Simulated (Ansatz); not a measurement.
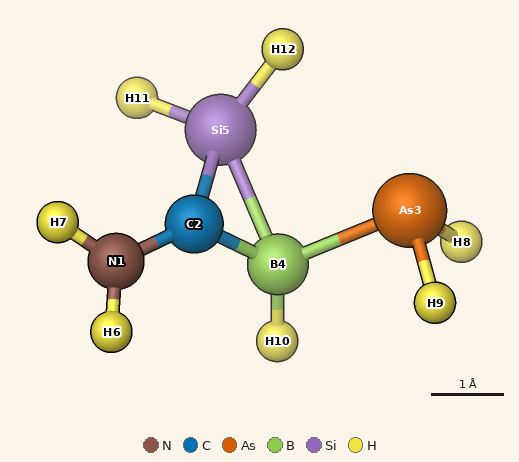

Figure 1. The structure (ball-and-stick view, seen at a tilt; atoms are numbered from 1 in the order of the input).

## CH7AsBNSi: single-point calculation

CH7AsBNSi, computed with RKS wB97X-V/def2-TZVPP (Ansatz 0.2.0).

The geometry comes from this level: PBE0-D4/def2-TZVP.

Input:
```yaml
crystal:
  periodic: [false, false, false]
  atoms:
    - {symbol: N, position_ang: [-1.897397, 0.809946, 0.574282]}
    - {symbol: C, position_ang: [-0.652107, 0.500277, 0.283849]}
    - {symbol: As, position_ang: [1.849117, -1.185399, 0.698021]}
    - {symbol: B, position_ang: [0.016091, -0.757096, -0.224290]}
    - {symbol: Si, position_ang: [0.605555, 1.164280, -0.845580]}
    - {symbol: H, position_ang: [-2.579643, 0.090107, 0.764715]}
    - {symbol: H, position_ang: [-2.223317, 1.762825, 0.587221]}
    - {symbol: H, position_ang: [2.309546, -2.140896, -0.394492]}
    - {symbol: H, position_ang: [1.235441, -2.325571, 1.509011]}
    - {symbol: H, position_ang: [-0.585446, -1.674840, -0.704950]}
    - {symbol: H, position_ang: [0.066842, 2.114831, -1.861206]}
    - {symbol: H, position_ang: [1.932320, 1.586337, -0.352481]}
basis:
  gaussian: {orbitals: def2-TZVPP}
hamiltonian: {xc: {name: wB97X-V}}
output: {orbitals: {seedname: orbitals}}
```

Launched with:
```bash
ansatz run in.yaml --threads 4 --pin off --events-out ev --progress --plain --max-ram 10444MiB
```

What the program printed:
```
Functional definition: wB97X-V
  name "wB97X-V"
  cite "Mardirossian & Head-Gordon, Phys. Chem. Chem. Phys. 16, 9904 (2014) doi:10.1039/C3CP54374A"
  cite "Becke, J. Chem. Phys. 107, 8554 (1997) doi:10.1063/1.475007"
  cite "Vydrov & Van Voorhis, J. Chem. Phys. 133, 244103 (2010) doi:10.1063/1.3521275"
  parameter omega = 0.3/bohr
  parameter cx = 0.167
  parameter cx1 = 0.603
  parameter cx2 = 1.194
  parameter css0 = 0.556
  parameter css1 = -0.257
  parameter cos0 = 1.219
  parameter cos1 = -1.850
  parameter b = 6.0
  parameter c = 0.01
  exchange = spin_sum(e_x_unif_sr(omega)*poly(b97_u_x, 1 - cx, cx1, cx2)) + cx*exact_x_sr(omega) + exact_x_lr(omega)
  correlation = spin_sum(e_c_pw_same_spin*poly(b97_u_same, css0, css1))
      + integral(e_c_pw_opposite_spin*poly(b97_u_opposite, cos0, cos1)) + vv10(b, c)
1617 factors; their error is unknown
375 factors; integrals over basis functions are off by at most 9.3e-6 eV
mean field evaluation 1: about -72023.0680 eV, gradient 4.6e1 eV
mean field evaluation 2: about -72023.4783 eV, gradient 4.5e1 eV
mean field evaluation 4: about -72028.0611 eV, gradient 2.1e0 eV
mean field evaluation 8: about -72028.0835 eV, gradient 1.1e-1 eV
mean field evaluation 16: about -72028.2531 eV, gradient 5.7e-4 eV
mean field -72028.25305072 eV, -2646.9894771103 hartree, gradient 2.3e-5 eV, S^2 0.000000; 0 other end points of the search recorded, 0 dependent functions left out
reference -72028.25304834 eV, -2646.9894770230 hartree; 36, 36 occupied and 245, 245 virtual orbitals, 1617 factors
Total energy: -72028.25304834 eV, -2646.9894770230 hartree
```

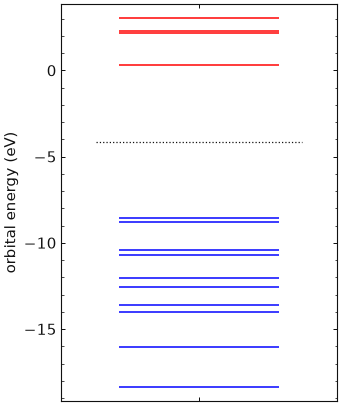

Figure 2. Orbital energies near the frontier; the dotted line parts filled from empty levels, and levels within 0.02 eV of each other stand side by side. Highest filled −8.56 eV, lowest empty 0.32 eV, 8.88 eV apart.

Results in brief:

| quantity | value |
| --- | --- |
| outcome | converged |
| total energy | −72028.2530 eV |
| SCF solution under orbital rotations | stable |
| HOMO | −8.56 eV |
| LUMO | 0.32 eV |
| hardware | 4 threads of Arm Neoverse V1, 23 GiB of memory available, shared host |
| wall time | 13 s (CPU time 47 s) |
| peak memory | 1.1 GiB |
